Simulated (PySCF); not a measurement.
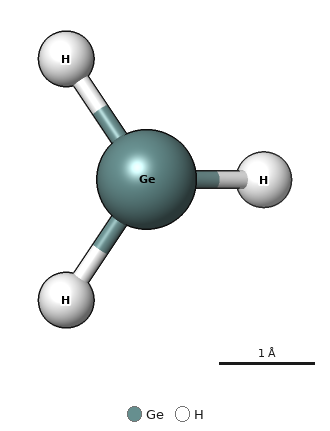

Fig. 1: The input geometry (ball-and-stick view, seen at a tilt). Sticks mark near contacts.

## Run report: GeH$_{3}$, single-point calculation

System: GeH$_{3}$, multiplicity 2.
Method: UKS-based M06-L, Ge def2-TZVP, H def2-TZVP; non-relativistic Hamiltonian; density fitting (PySCF 2.14.0).

The geometry comes from this level: PBE0.

**The program's output**
```
init E= -2078.68679278515
  alpha nocc = 18  HOMO = -0.191657554538831  LUMO = 0.0302210894834856
  beta  nocc = 17  HOMO = -0.321628253819575  LUMO = -0.142511778804448
  HOMO = -0.191657554539  LUMO = -0.142511778804  gap/eV = 1.33732
cycle= 1 E= -2078.68865136103  delta_E= -0.00186  |g|= 0.0518  |ddm|= 0.113
  alpha nocc = 18  HOMO = -0.193188355214301  LUMO = 0.0313393266928053
  beta  nocc = 17  HOMO = -0.319625187275751  LUMO = -0.143377598140161
  HOMO = -0.193188355214  LUMO = -0.14337759814  gap/eV = 1.35542
cycle= 2 E= -2078.68869269614  delta_E= -4.13e-05  |g|= 0.0536  |ddm|= 0.0457
  alpha nocc = 18  HOMO = -0.192593767560775  LUMO = 0.0312969226553967
  beta  nocc = 17  HOMO = -0.31955389219216  LUMO = -0.142819255038376
  HOMO = -0.192593767561  LUMO = -0.142819255038  gap/eV = 1.35443
cycle= 3 E= -2078.68903598561  delta_E= -0.000343  |g|= 0.00484  |ddm|= 0.018
  alpha nocc = 18  HOMO = -0.191622593088097  LUMO = 0.0318319408599566
  beta  nocc = 17  HOMO = -0.318957253357684  LUMO = -0.141956321644482
  HOMO = -0.191622593088  LUMO = -0.141956321644  gap/eV = 1.35149
cycle= 4 E= -2078.68904484365  delta_E= -8.86e-06  |g|= 0.000552  |ddm|= 0.00557
  alpha nocc = 18  HOMO = -0.191730689529442  LUMO = 0.0318844370301363
  beta  nocc = 17  HOMO = -0.318943552779251  LUMO = -0.142107778306046
  HOMO = -0.191730689529  LUMO = -0.142107778306  gap/eV = 1.35031
cycle= 5 E= -2078.68904506376  delta_E= -2.2e-07  |g|= 0.000159  |ddm|= 0.00116
  alpha nocc = 18  HOMO = -0.191690653783614  LUMO = 0.0318886682956574
  beta  nocc = 17  HOMO = -0.318926783168082  LUMO = -0.142064191106527
  HOMO = -0.191690653784  LUMO = -0.142064191107  gap/eV = 1.35040
cycle= 6 E= -2078.68904508304  delta_E= -1.93e-08  |g|= 3.37e-05  |ddm|= 0.000214
  alpha nocc = 18  HOMO = -0.191685160736264  LUMO = 0.0319012235386102
  beta  nocc = 17  HOMO = -0.318910749824816  LUMO = -0.142058288298308
  HOMO = -0.191685160736  LUMO = -0.142058288298  gap/eV = 1.35042
cycle= 7 E= -2078.68904508408  delta_E= -1.04e-09  |g|= 4.68e-06  |ddm|= 5.58e-05
  alpha nocc = 18  HOMO = -0.191685896327951  LUMO = 0.031899710558756
  beta  nocc = 17  HOMO = -0.318912819093746  LUMO = -0.142059002315558
  HOMO = -0.191685896328  LUMO = -0.142059002316  gap/eV = 1.35042
Extra cycle  E= -2078.6890450841  delta_E= -1.64e-11  |g|= 1.77e-06  |ddm|= 8.99e-06
converged SCF energy = -2078.6890450841  <S^2> = 0.75154177  2S+1 = 2.0015412
```

This output came from the following input.

**The input**
```python
from pyscf import gto, scf, dft
mol = gto.M(atom='''
Ge     0.000000     0.000000    -0.018415
H      1.465985    -0.000000     0.450265
H     -0.733003     1.269586     0.450230
H     -0.733003    -1.269586     0.450230''',
    basis={'Ge': 'def2-TZVP', 'H': 'def2-TZVP'},
    charge=0, spin=1)
mf = dft.UKS(mol, xc='M06L')
mf.grids.atom_grid = (90, 434)
aux = {'Ge': 'def2-universal-JKFIT', 'H': 'def2-universal-JKFIT'}
mf = mf.density_fit(auxbasis=aux)
mf.conv_tol = 1e-09
mf.diis_space = 10
mf.max_cycle = 60
mf.verbose = 4
mf.kernel()
```

The script is an equivalent of the set-up of the self-consistent field. The run itself was carried out by a driver, which started from the orbitals of the step before it where there was one and computed the further properties.

Launched with:
```bash
OMP_NUM_THREADS=2 python axn.py task.json out
```

**Key numbers**

- outcome: converged
- total energy: −2078.689045 hartree
- ⟨S²⟩: 0.752
- dipole moment: 0.02 D
- hardware: 2 threads of Intel Xeon (Granite Rapids), 16 GiB of memory available, shared host
- wall time: 5.7 s (CPU time 12 s)
- peak memory: 0.83 GiB
